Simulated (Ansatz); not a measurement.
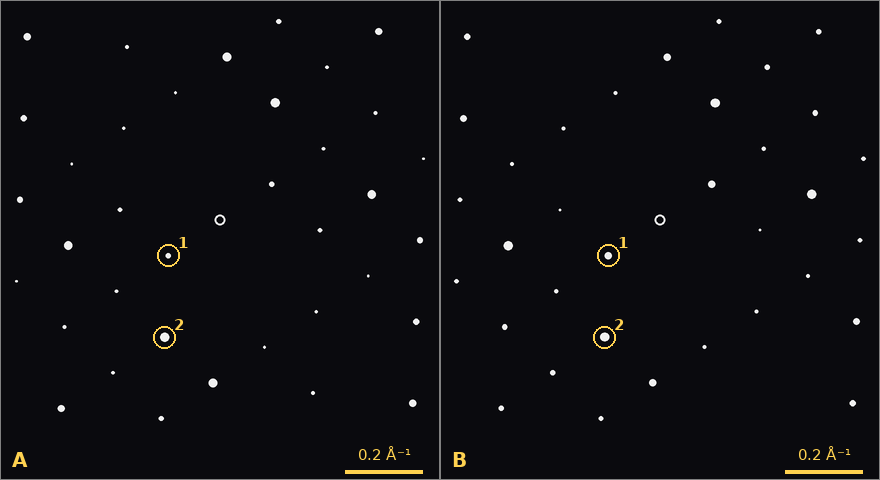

Kinematic electron diffraction patterns (120 kV, B = 0.5 Å², same scale) along [001] of the run's own cell, for the start and the end of one relaxation of K2BAs2 with DFT, PAW plane waves, r2scan in Ansatz 0.2.0. k mesh 4×4×4. The start is a generated model structure, and the relaxation ends in the nearest stationary point of its symmetry, not necessarily the ground state. Spot 1 is 0 -1 0 and spot 2 is 1 -1 0 in both.

Start structure:

```yaml
crystal:
  lattice:
    - [0.00000, 0.00000, 6.40388]
    - [6.49972, -3.43666, 3.20194]
    - [6.49972, 3.43666, -3.20194]
  atoms:
    - { symbol: K, position: [0.33700, 0.01860, 0.69260] }
    - { symbol: K, position: [0.66300, 0.98140, 0.30740] }
    - { symbol: K, position: [0.16300, 0.69260, 0.01860] }
    - { symbol: K, position: [0.83700, 0.30740, 0.98140] }
    - { symbol: B, position: [0.25000, 0.50000, 0.50000] }
    - { symbol: B, position: [0.75000, 0.50000, 0.50000] }
    - { symbol: As, position: [0.32690, 0.77610, 0.42990] }
    - { symbol: As, position: [0.67310, 0.22390, 0.57010] }
    - { symbol: As, position: [0.17310, 0.42990, 0.77610] }
    - { symbol: As, position: [0.82690, 0.57010, 0.22390] }
```

Which pattern belongs to the start structure, and which to the relaxed one?

A is the start: its cell gives d(1) = 6.076 Å, d(2) = 2.949 Å and an angle of 30.2°. The spot positions hardly differ, so the intensities decide: those computed from the start structure match A, and B is the relaxed structure.

Name reflections whose intensity changes strongly on relaxation.

1 -2 0 goes from 1.4 to 10 % of the strongest spot; 0 1 0 goes from 11 to 35 % of the strongest spot; 2 0 0 goes from 74 to 34 % of the strongest spot.

Summarise the relaxation behind the change.

The cell was held fixed; with the mean shift removed, the atoms moved by up to 0.33 Å relative to the cell (As most); the space group stayed Ibam (No. 72); the free energy fell by 190 meV an atom.
